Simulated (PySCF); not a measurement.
# AlH2SOF (SMILES [OH][Al]([F])[SH]) at 3 levels

Wanted: a comparison of 3 runs (HF/pcseg-0, HF/pcseg-1, HF/pcseg-2) of AlH2SOF. 

The results are computed with PySCF 2.14.0.

**1. The structure to begin with**

The species is AlH2SOF (6 atoms), meant as a singlet with charge 0. SMILES: `[OH][Al]([F])[SH]`. The coordinates come from a PBE0-D4/def2-TZVP relaxation. This is one conformer, not always the lowest.

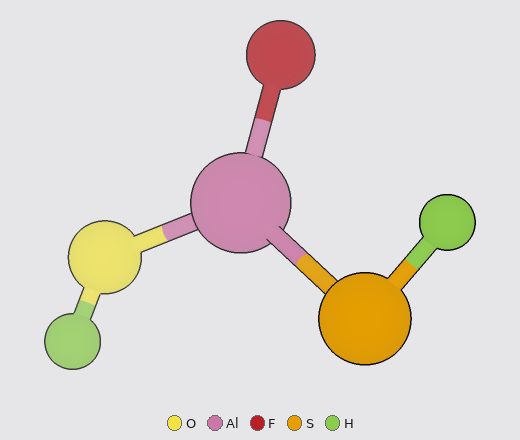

Viewed from a chosen angle; oxygen yellow, aluminium pink, fluorine red, sulfur amber, hydrogen green.

**2. The response to a field at HF/pcseg-0 (run 1)**

calc.py

```python
# [OH][Al]([F])[SH]
import numpy
from pyscf import gto
from pyscf.prop.polarizability import rhf

mol = gto.M(
    atom=[
    ('O', (1.399600, -0.456300, -1.028900)),
    ('Al', (0.238600, -0.260800, 0.168100)),
    ('F', (0.421300, -1.101000, 1.565700)),
    ('S', (-1.478600, 1.043100, -0.050300)),
    ('H', (1.392200, -0.019300, -1.877900)),
    ('H', (-1.931000, 0.730400, 1.177100)),
],
    spin=0,
    basis='pcseg-0',
    charge=0,
    max_memory=1860,
    verbose=4,
)

myscf = mol.RHF()
myscf.conv_tol = 1e-10
myscf.kernel()
if not myscf.converged:
    myscf = myscf.newton().run(myscf.mo_coeff, myscf.mo_occ)

e_final = myscf.e_tot
print('Final energy', e_final)
pol = rhf.Polarizability(myscf)
alpha = pol.polarizability()
print('isotropic polarizability %.4f bohr^3' % (numpy.trace(alpha) / 3))
alpha_w = pol.polarizability_with_freq(freq=0.0774)
beta = pol.hyper_polarizability()
```

Command:

```console
$ OMP_NUM_THREADS=1 python calc.py
```

Output:

```text
PySCF version 2.14.0

[... 60 lines left out ...]
converged SCF energy = -813.751964584797
Final energy -813.7519645847967
[... 2 lines left out ...]
isotropic polarizability 26.7042 bohr^3
```

Run time: 5.1 s. Hardware: 1 thread of Arm Neoverse V1, shared host; peak memory 0.12 GiB.

**3. The polarisability at HF/pcseg-1 (run 2)**

job.py

```python
import numpy
from pyscf import gto, scf
from pyscf.prop.polarizability import rhf

mol = gto.M(
    atom='''
O      2.644861    -0.862282    -1.944339
Al     0.450889    -0.492841     0.317663
F      0.796142    -2.080588     2.958744
S     -2.794149     1.971173    -0.095053
H      2.630877    -0.036472    -3.548717
H     -3.649061     1.380256     2.224397
''',
    verbose=4,
    basis='pcseg-1',
    max_memory=1860,
    unit='bohr',
)

myscf = scf.RHF(mol)
myscf.conv_tol = 1e-10
myscf.kernel()
if not myscf.converged:
    myscf = myscf.newton().run(myscf.mo_coeff, myscf.mo_occ)

energy = myscf.e_tot
print('E = %.10f Eh' % energy)
pol = rhf.Polarizability(myscf)
alpha = pol.polarizability()
print('isotropic polarizability %.4f bohr^3' % (numpy.trace(alpha) / 3))
alpha_w = pol.polarizability_with_freq(freq=0.0774)
beta = pol.hyper_polarizability()
```

Command:

```console
$ OMP_NUM_THREADS=1 python job.py
```

Output:

```text
PySCF version 2.14.0

[... 62 lines left out ...]
converged SCF energy = -814.997117042969
[... 3 lines left out ...]
isotropic polarizability 33.1461 bohr^3
```

Run time: 22 s. Hardware: 1 thread of Arm Neoverse V1, shared host; peak memory 0.14 GiB.

**4. The polarisability at HF/pcseg-2 (run 3)**

input.py

```python
import numpy
from pyscf import gto, scf
from pyscf.prop.polarizability import rhf

mol = gto.M(
    atom='''
O    1.399600  -0.456300  -1.028900
Al   0.238600  -0.260800   0.168100
F    0.421300  -1.101000   1.565700
S   -1.478600   1.043100  -0.050300
H    1.392200  -0.019300  -1.877900
H   -1.931000   0.730400   1.177100
''',
    charge=0,
    verbose=4,
    basis='pcseg-2',
    max_memory=1860,
)

hf = scf.RHF(mol)
hf.conv_tol = 1e-10
hf.kernel()
if not hf.converged:
    hf = hf.newton().run(hf.mo_coeff, hf.mo_occ)

energy = hf.e_tot
print(f'total energy: {energy:.8f} hartree')
pol = rhf.Polarizability(hf)
alpha = pol.polarizability()
print('isotropic polarizability %.4f bohr^3' % (numpy.trace(alpha) / 3))
alpha_w = pol.polarizability_with_freq(freq=0.0774)
beta = pol.hyper_polarizability()
```

Command:

```console
$ OMP_NUM_THREADS=1 python input.py
```

Output:

```text
PySCF version 2.14.0

[... 62 lines left out ...]
converged SCF energy = -815.197978637837
total energy: -815.19797864 hartree
[... 2 lines left out ...]
isotropic polarizability 36.7454 bohr^3
```

Wall time 8.3 min (1 thread of Arm Neoverse V1, shared host); peak memory 0.69 GiB.

**5. The series**

```
run       level  energy (Eh)  dipole moment (D)  HOMO energy (eV)  LUMO energy (eV)  wall time
  1  HF/pcseg-0  -813.751965               1.14            -11.20              2.05      5.1 s
  2  HF/pcseg-1  -814.997117               1.62            -10.99              2.04       22 s
  3  HF/pcseg-2  -815.197979               1.61            -10.89              1.96    8.3 min
```

**6. Summary of results**

| quantity | value |
| --- | --- |
| run 3: total energy | -815.19798 Eh |
| run 3: dipole moment | 1.61 D |
| run 3: HOMO energy | -10.89 eV |
| run 3: LUMO energy | 1.96 eV |
| run 3: HOMO–LUMO gap | 12.85 eV |
| run 3: mean static polarisability | 36.7 bohr³ |
| run 3: mean polarisability at ω = 0.0774 Eh | 37.8 bohr³ |

In words: The dipole moment (its size) runs from 1.14 D (HF/pcseg-0) to 1.62 D (HF/pcseg-1). The HOMO–LUMO gap runs from 12.85 eV (HF/pcseg-2) to 13.25 eV (HF/pcseg-0). All runs together took 8.8 min, the longest 8.3 min.
